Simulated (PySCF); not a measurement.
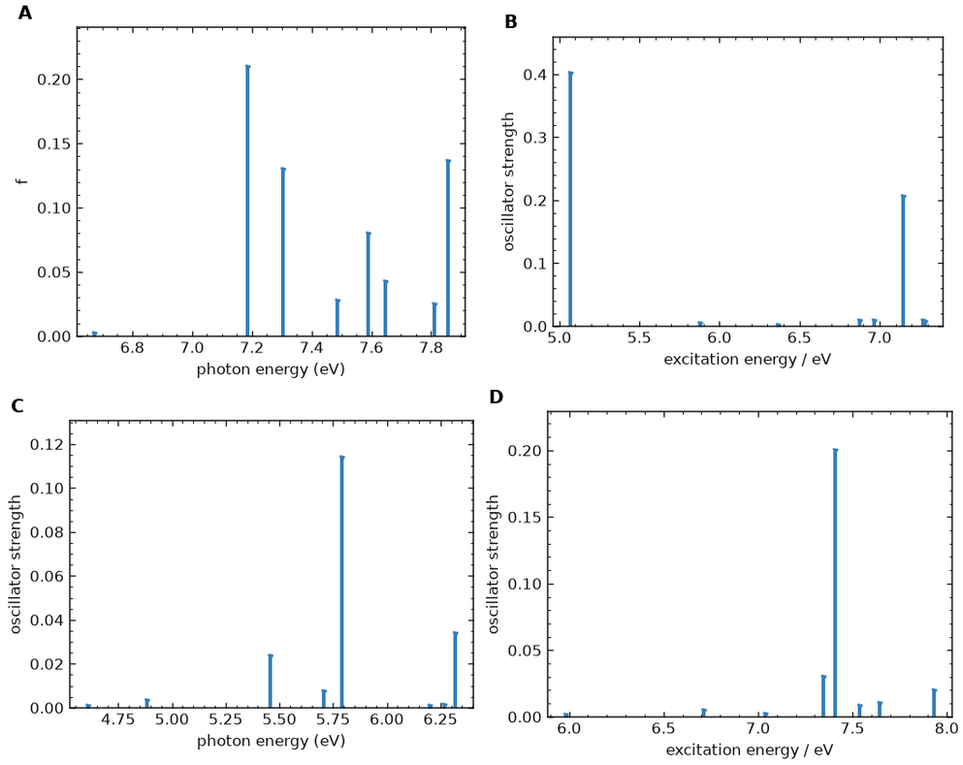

Vertical TDDFT excitations, CAM-B3LYP/def2-SVPD, PySCF, at a GFN2-xTB geometry (no frequency check), gas phase. Each panel shows the lowest singlet states that were computed.

### Assign the panels.
1. C₃H₁₁BN₂Si, SMILES [SiH3]NB1CCCN1
2. C₅H₁₀AlAs, SMILES CC#C[CH2][Al]([CH3])[AsH2], singlet
3. C₆H₇FO, SMILES FC/C=C1\C=CCO1
4. C₃H₁₀GeSi, SMILES C=C[Si@H](C)[GeH3], singlet

A: 4 (S1 at 6.67 eV, brightest at 7.19 eV)
B: 3 (S1 at 5.07 eV, brightest at 5.07 eV)
C: 2 (S1 at 4.61 eV, brightest at 5.79 eV)
D: 1 (S1 at 5.98 eV, brightest at 7.41 eV)

Caveats, for all or some of the runs: core orbitals are frozen in the response; one conformer of a flexible molecule; states above the negative HOMO energy depend on the basis; the tight-binding geometry is rougher than a DFT one and adds to the error.
